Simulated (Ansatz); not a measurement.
**UPBE-QIDH-D3(BJ)-ATM/6-31++G(d,p) (spherical functions, damping of pbe, start density atoms) run of NH2 (SMILES [NH2])**

What is the adiabatic electron affinity of NH2 at UPBE-QIDH-D3(BJ)-ATM/6-31++G** (spherical functions, damping of pbe, start density atoms)? 

The results are computed with Ansatz 0.2.0.

14 further runs of the same task are left out: 4 that didn't finish, 10 set aside as unsound or not needed. Runs told in other sessions of the task aren't counted.

## (1) The structure to begin with

The species is NH2 (3 atoms), meant as a doublet with charge 0. As SMILES, `[NH2]`. The shape is that of a PBE0-D4/def2-TZVP optimisation. The run starts from this shape.

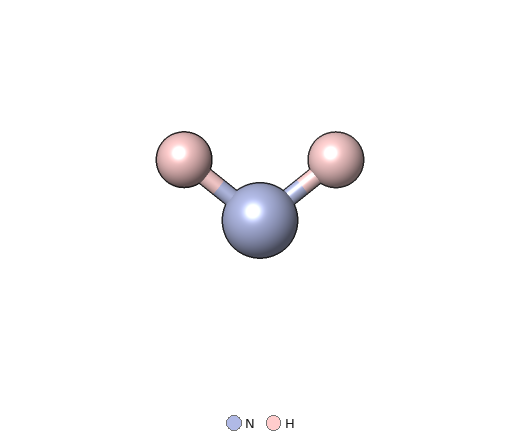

Viewed from a chosen angle; nitrogen light blue, hydrogen pink.

## (2) A structure relaxation at UPBE-QIDH-D3(BJ)-ATM/6-31++G(d,p) (spherical functions, damping of pbe, start density atoms)

The input, job.yaml:

```yaml
crystal:
  periodic: [false, false, false]
  atoms:
    - {symbol: N, position_ang: [0.337090, -0.200010, 0.166180]}
    - {symbol: H, position_ang: [0.130750, 0.805920, 0.159430]}
    - {symbol: H, position_ang: [-0.467840, -0.605900, -0.325600]}
basis:
  gaussian:
    orbitals: 6-31++G_st__st_-spherical.json
magnetization:
  spin_polarized: true
  initial_magnetization: 1
hamiltonian:
  xc: {name: PBE-QIDH}
  dispersion: {method: d3bjatm, functional: pbe}
accuracy: high
relax: {}
output: {orbitals: {seedname: orbitals}}
```

The basis set 6-31++G** is read from a file made from the Basis Set Exchange's data (not shown).

Command:

```bash
$ ansatz run job.yaml --threads 1 --pin off --max-ram 3480MiB --events-out events.jsonl --progress --plain --runs-dir runs
```

Standard output, cut to the lines that bear on the results:

```text
Warning: RAYON_NUM_THREADS=1 ignored (pool sized by the plan → 1); use --threads N
[...]
Functional definition: PBE-QIDH
  name "PBE-QIDH"
[...]
596 factors; integrals over basis functions are off by at most 1.7e-9 eV
[...]
mean field -1516.71867730 eV, -55.7383833218 hartree, gradient 1.3e-8 eV, S^2 0.755405; 0 other end points of the search recorded, 0 dependent functions left out
1 core orbitals not correlated: weight in the atoms' cores, before any rotation towards them, 1.000 or more for the frozen orbitals, at most 0.000 for the correlated occupied ones
reference -1516.71867888 eV, -55.7383833801 hartree; 4, 3 occupied and 25, 26 virtual orbitals, 596 factors
second order -4.45787521 eV of doubles, -0.00000000 eV of singles
[...]
relax step   1: F+E_penalty+E_count = -1518.21720857 eV  Δ(F+E_penalty+E_count) = +0.000e0 eV  max|allowed force component| = 3.052e-1 eV/Å  Δτ_max = 0.0000 Å  (31 SCF iters, accepted)
[...]
relax step   2: F+E_penalty+E_count = -1518.21891901 eV  Δ(F+E_penalty+E_count) = -1.710e-3 eV  max|allowed force component| = 1.118e-1 eV/Å  Δτ_max = 0.0040 Å  (33 SCF iters, accepted)
[...]
relax step   3: F+E_penalty+E_count = -1518.21921162 eV  Δ(F+E_penalty+E_count) = -2.926e-4 eV  max|allowed force component| = 2.709e-3 eV/Å  Δτ_max = 0.0031 Å  (29 SCF iters, accepted)
596 factors; integrals over basis functions are off by at most 1.7e-9 eV
[...]
mean field -1516.72437021 eV, -55.7385925327 hartree, gradient 3.7e-8 eV, S^2 0.755338; 1 other end points of the search recorded, 0 dependent functions left out
1 core orbitals not correlated: weight in the atoms' cores, before any rotation towards them, 1.000 or more for the frozen orbitals, at most 0.000 for the correlated occupied ones
reference -1516.72437180 eV, -55.7385925910 hartree; 4, 3 occupied and 25, 26 virtual orbitals, 596 factors
second order -4.44680786 eV of doubles, -0.00000000 eV of singles
[...]
Total energy: -1518.21921321 eV, -55.7935269995 hartree
Atom 0 at     0.331448    -0.196662     0.163399 Å, force    -0.000947     0.000562    -0.000467 eV/Å
Atom 1 at     0.133740     0.804645     0.160958 Å, force     0.001503     0.002147     0.001068 eV/Å
Atom 2 at    -0.465188    -0.607973    -0.324346 Å, force    -0.000556    -0.002709    -0.000601 eV/Å
Dipole moment:    -0.358377     0.212642    -0.176671 e Å
```

Wall time 12 s (1 thread of Arm Neoverse V2, shared host); peak memory 0.12 GiB.

The path in brief:

| step | energy from the first frame kept (eV) | largest force (eV/Å) |
| --- | --- | --- |
| 1 | 0.0000 | 0.3855 |
| 2 | -0.0017 | 0.1412 |
| 3 | -0.0020 | 0.0028 |

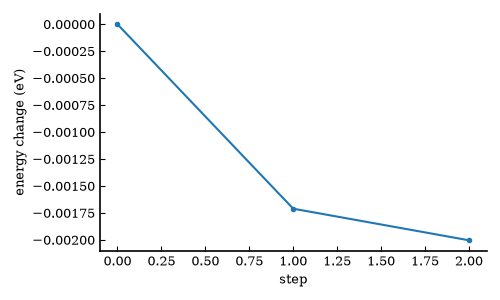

Energy along the run.

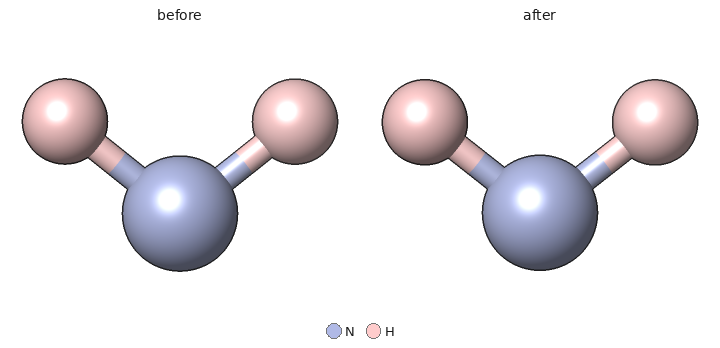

Before and after, at one scale.

After the run. Bond lengths: N1–H2 1.021 Å, N1–H3 1.021 Å. Angles: H2–N1–H3 104.1°.

## (3) The singlet anion at the same level

job.yaml, as its differences from that of step 2:

```diff
@@ -9,5 +9,6 @@
     orbitals: 6-31++G_st__st_-spherical.json
+total_charge: -1
 magnetization:
   spin_polarized: true
-  initial_magnetization: 1
+  initial_magnetization: 0
 hamiltonian:
```

The basis set 6-31++G** is read from a file made from the Basis Set Exchange's data (not shown).

Command:

```bash
$ ansatz run job.yaml --threads 1 --pin off --max-ram 3480MiB --events-out events.jsonl --progress --plain --runs-dir runs
```

Standard output, cut to the lines that bear on the results:

```text
Warning: RAYON_NUM_THREADS=1 ignored (pool sized by the plan → 1); use --threads N
[...]
[... 2 set-up lines as earlier in the session ...]
[...]
596 factors; integrals over basis functions are off by at most 1.7e-9 eV
[...]
mean field -1516.48411111 eV, -55.7297631736 hartree, gradient 1.2e-8 eV, S^2 0.000000; 0 other end points of the search recorded, 0 dependent functions left out
1 core orbitals not correlated: weight in the atoms' cores, before any rotation towards them, 1.000 or more for the frozen orbitals, at most 0.000 for the correlated occupied ones
reference -1516.48411208 eV, -55.7297632090 hartree; 4, 4 occupied and 25, 25 virtual orbitals, 596 factors
second order -6.25096160 eV of doubles, -0.00000000 eV of singles
[...]
relax step   1: F+E_penalty+E_count = -1518.58033785 eV  Δ(F+E_penalty+E_count) = +0.000e0 eV  max|allowed force component| = 7.290e-2 eV/Å  Δτ_max = 0.0000 Å  (31 SCF iters, accepted)
[...]
596 factors; integrals over basis functions are off by at most 1.7e-9 eV
[...]
mean field -1516.48521304 eV, -55.7298036686 hartree, gradient 3.5e-8 eV, S^2 0.000000; 1 other end points of the search recorded, 0 dependent functions left out
1 core orbitals not correlated: weight in the atoms' cores, before any rotation towards them, 1.000 or more for the frozen orbitals, at most 0.000 for the correlated occupied ones
reference -1516.48521400 eV, -55.7298037040 hartree; 4, 4 occupied and 25, 25 virtual orbitals, 596 factors
second order -6.24806458 eV of doubles, -0.00000000 eV of singles
[...]
Total energy: -1518.58047544 eV, -55.8068031416 hartree
Atom 0 at     0.337056    -0.199990     0.166163 Å, force    -0.001842     0.001093    -0.000908 eV/Å
Atom 1 at     0.130001     0.804103     0.158818 Å, force     0.000917    -0.000555     0.000451 eV/Å
Atom 2 at    -0.467057    -0.604103    -0.324971 Å, force     0.000925    -0.000537     0.000457 eV/Å
Dipole moment:    -0.385646     0.228822    -0.190114 e Å
```

Run time: 12 s. Hardware: 1 thread of Arm Neoverse V2, shared host; peak memory 0.11 GiB.

Step by step:

| step | energy from the first frame kept (eV) | largest force (eV/Å) |
| --- | --- | --- |
| 1 | 0.0000 | 0.0732 |
| 2 | -0.0001 | 0.0186 |
| 3 | -0.0001 | 0.0023 |

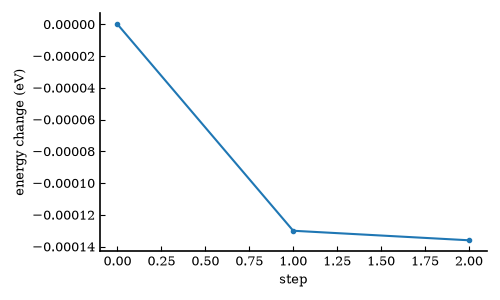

Energy along the run.

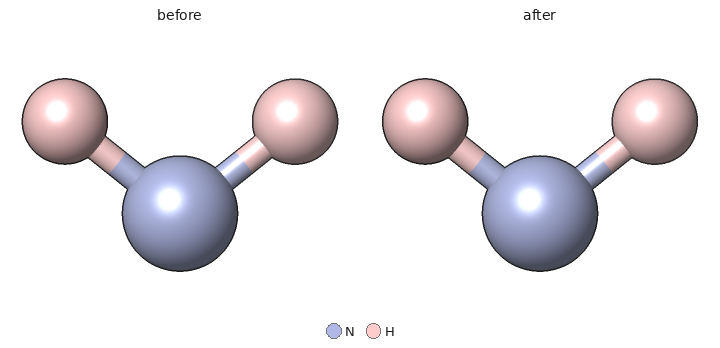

Before and after, at one scale.

After the run. Bond lengths: N1–H2 1.025 Å, N1–H3 1.025 Å. Angles: H2–N1–H3 103.0°.

## (4) What came out

Level: UPBE-QIDH-D3(BJ)-ATM/6-31++G** (spherical functions, damping of pbe, start density atoms), 1 core orbital frozen.

| quantity | value |
| --- | --- |
| doublet NH2: total energy at the end | -55.79353 Eh |
| doublet NH2: dipole moment (SCF part) | 2.17 D |
| doublet NH2: HOMO energy (SCF part's orbitals) (highest over α and β) | -11.17 eV |
| doublet NH2: LUMO energy (SCF part's orbitals) (lowest over α and β) | 0.16 eV |
| doublet NH2: dispersion energy | -1.21 kJ/mol |
| doublet NH2: ⟨S²⟩ | 0.755 |
| singlet anion: total energy at the end | -55.80680 Eh |
| singlet anion: HOMO energy (SCF part's orbitals) | -0.21 eV |
| singlet anion: LUMO energy (SCF part's orbitals) | 5.10 eV |
| singlet anion: HOMO–LUMO gap (to an unbound level, set by the basis) | 5.31 eV |
| singlet anion: dispersion energy | -1.21 kJ/mol |
| adiabatic electron affinity (to the singlet anion, no zero-point term) | 0.361 eV |

In words: The adiabatic electron affinity (to the singlet anion, no zero-point term) is 0.36 eV (34.9 kJ/mol). The optimisation (doublet NH2) took 2 steps and changed the energy by -0.002 eV. Mulliken charges (doublet NH2) run from -0.49 on N1 to +0.25 on H2; in a basis this large or diffuse they mean little. The optimisation (singlet anion) took 2 steps and changed the energy by -0.000 eV. Mulliken charges (singlet anion) run from -1.30 on N1 to +0.15 on H2; in a basis this large or diffuse they mean little.
